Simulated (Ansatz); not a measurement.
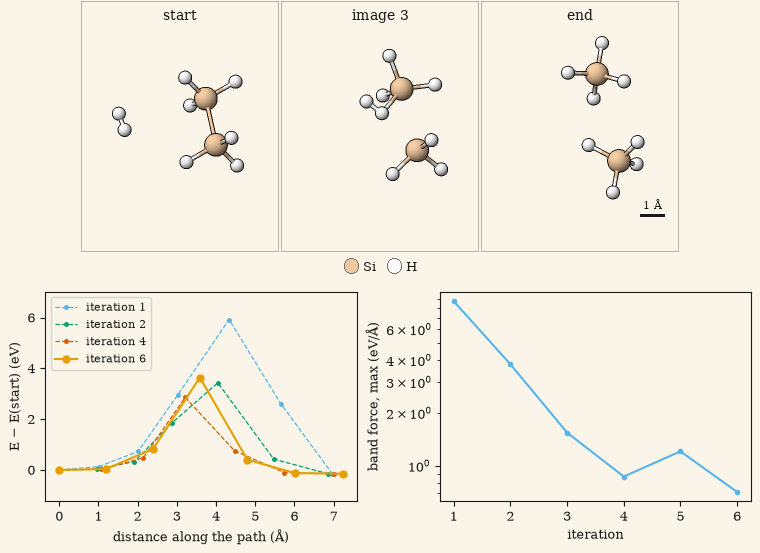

NEB run on Si2H8, made up at the start of Si₂H₆ and H2. Images are numbered from 0 (start) to 6 (end). The plot follows the band through its iterations. Style: ball-and-stick. Shown at a tilt.

All numbers below come from RKS PBE0/6-31G* in Ansatz 0.2.0. Set-up: 5 movable images; climbing image; force threshold 0.05 eV/Å; iteration limit 6; starting path through a guess of the saddle point.

### Did the band converge, and can the barrier be trusted?

The result isn't final. The band hadn't converged when the run stopped after 6 iterations. The largest component of the band force went from 8.7 to 0.71 eV/Å. The barrier read from it is provisional: over the last two iterations the highest image moved from 2.86 eV to 3.64 eV. The iteration limit was low. The first iteration put the highest image at 5.92 eV. Forward barrier 3.64 eV, backward barrier 3.79 eV, with image 3 at the top; the reaction energy is −0.15 eV.

Limits of the set-up: the start holds two separate molecules, 3.0 Å apart at their closest, whose relative position is a soft coordinate and is computed without a dispersion correction.

The run took 62 s on 1 thread of Arm Neoverse V1, with other jobs on the host, peak memory 0.11 GiB.
